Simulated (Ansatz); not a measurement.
F5HOW···H (doublet)

```xyz
9

W     0.1087    0.0033    0.0491
F     0.4212    0.2640    1.8679
F     1.9488    0.1331   -0.2748
F     0.0106    1.8621   -0.1137
F    -1.7389    0.0102    0.3577
O     0.1948   -1.8325    0.2334
H     0.2344   -2.7880    0.3945
F    -0.1899   -0.1111   -1.7957
H    -0.6081    0.0918    3.7240
```

Core potentials replace the inner electrons of W.

Computed with UKS PBE/def2-SVP in Ansatz.

Predict the electron density, electron localisation function and spin density between the atoms.

F2···H9 (2.13 Å): the density falls to about 0.13 e/Å³ on the way; the ELF dips to about 0.05 between them.
W–F (1.86 Å): ρ is about 1.1 e/Å³ halfway; the ELF peaks at about 0.80 in the valence shell of F, 0.5 Å from its nucleus, and drops to about 0.25 between the two atoms.
The unpaired spin (1 electron) lies mostly on H9 (about 0.9), in electrons by Hirshfeld's partition.

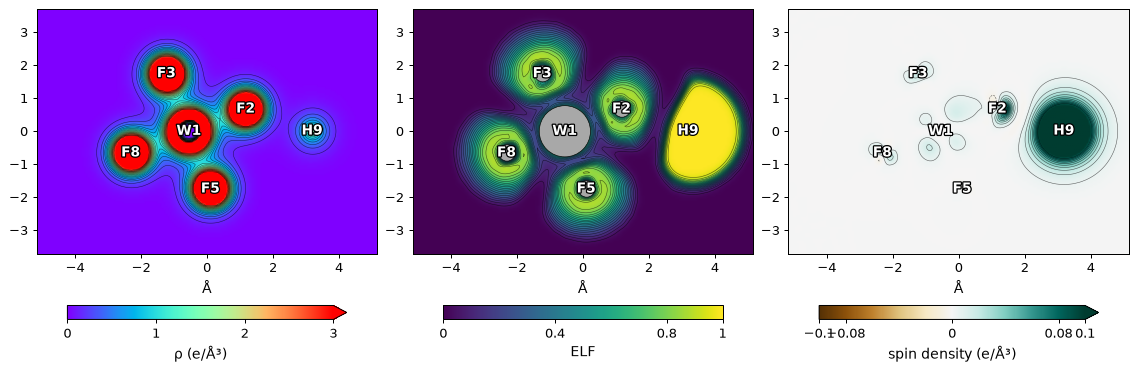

Computed electron density, electron localisation function and spin density on the plane of atoms F3, W1 and F8, in this order. Grey discs cover the atomic cores in the ELF map. 
